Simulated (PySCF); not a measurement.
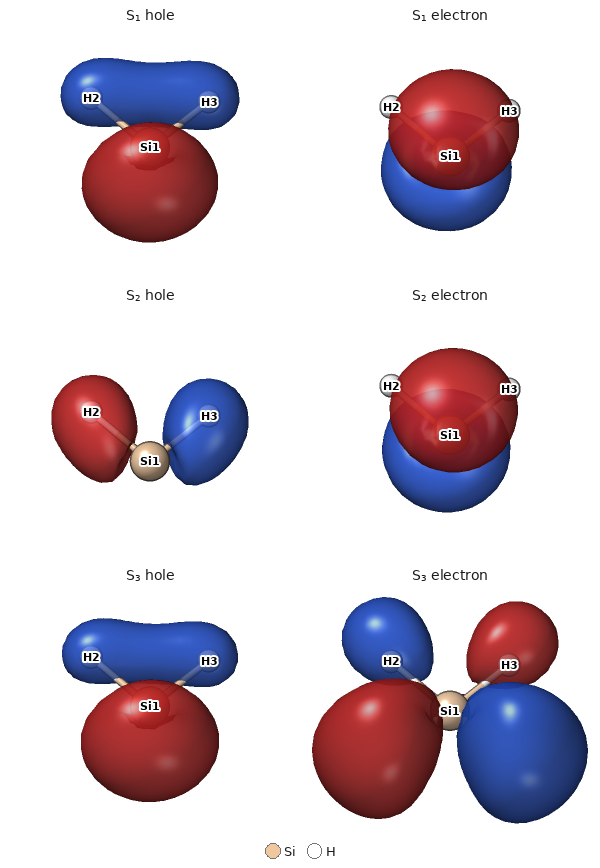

H2Si, SMILES `[SiH2]`. Leading natural transition orbitals (full linear response singlet states).

Level of theory: LC-wPBE/def2-TZVP (PySCF), at a geometry from GFN2-xTB. No frequency check shows the geometry to be a minimum. Without diffuse functions Rydberg states are missing, so the states' numbers hold for this basis only.

Input script:

```python
import numpy as np
from pyscf import gto, scf, dft, tdscf
from pyscf.scf import atom_ks, atom_hf
from scipy.linalg import block_diag

def solve(mol, dm0=None, hcore=None):
    mf = (dft.UKS if mol.spin else dft.RKS)(mol, xc='lc_wpbe')
    mf.grids.level = 3
    mf = mf.density_fit(auxbasis='def2-universal-jkfit')
    mf.conv_tol, mf.max_cycle = 1e-8, 80
    if hcore is not None:
        mf.get_hcore = lambda *args: hcore
    mf.kernel(dm0)
    if not mf.converged:
        mf = mf.newton().run(mf.mo_coeff, mf.mo_occ, max_cycle=30)
    assert mf.converged, 'SCF not converged'
    return mf

mol = gto.M(atom='''
Si     0.00000     0.12298     0.00000
H      1.11259    -0.86082     0.00000
H     -1.11255    -0.86085     0.00000
''', basis='def2-tzvp', charge=0, spin=0, verbose=4)
mf = solve(mol)
td = mf.TDDFT()
td.nstates, td.singlet, td.conv_tol = 6, True, 1e-5
td.kernel()
td.analyze()
x, y = np.array([p[0] for p in td.xy]), np.array([p[1] + 0 * p[0] for p in td.xy])
f, mu = td.oscillator_strength(), td.transition_dipole()
nto = [td.get_nto(state=i + 1, verbose=4) for i in range(len(td.e))]
# spherically averaged free atoms, for the promolecule
atm = atom_ks.get_atm_nrks(mol, xc='lc_wpbe')
pro = block_diag(*[(atm[a[0]][2] * atm[a[0]][3]) @ atm[a[0]][2].T for a in mol._atom])
np.savez('result.npz', e=td.e, f=f, ok=td.converged, w=[n[0] for n in nto], nto=[n[1] for n in nto], x=x, y=y, c=mf.mo_coeff, occ=mf.mo_occ, eps=mf.mo_energy, pro=pro, mu=mu)
```

Command:

```sh
OMP_NUM_THREADS=1 python input.py
```

The run took 17 s on 1 thread of Intel(R) Xeon(R) Platinum 8488C (Sapphire Rapids), with other jobs on the host, peak memory 0.26 GiB.

Describe these excited states.

By state:
- S₁: 2.07 eV (600 nm), f = 0.012; the leading pair carries 100 %; hole on Si1 (78 %) and H2 and H3 (11 % each), electron on Si1 (87 %) and H2 and H3 (6 % each); their centroids lie 0.3 Å apart.
- S₂: 4.91 eV (252 nm), f = 0.000 (dark); the leading pair carries 100 %; hole on Si1 (46 %) and H2 and H3 (27 % each), electron on Si1 (88 %) and H2 and H3 (6 % each); their centroids lie 0.6 Å apart.
- S₃: 7.08 eV (175 nm), f = 0.271 (bright), partly diffuse acceptor orbital, which a basis without diffuse functions describes poorly; the leading pair carries 95 %; hole on Si1 (79 %) and H2 and H3 (10 % each), electron on Si1 (76 %) and H2 and H3 (12 % each) (atom shares of so diffuse an orbital are rough); their centroids lie 0.1 Å apart.
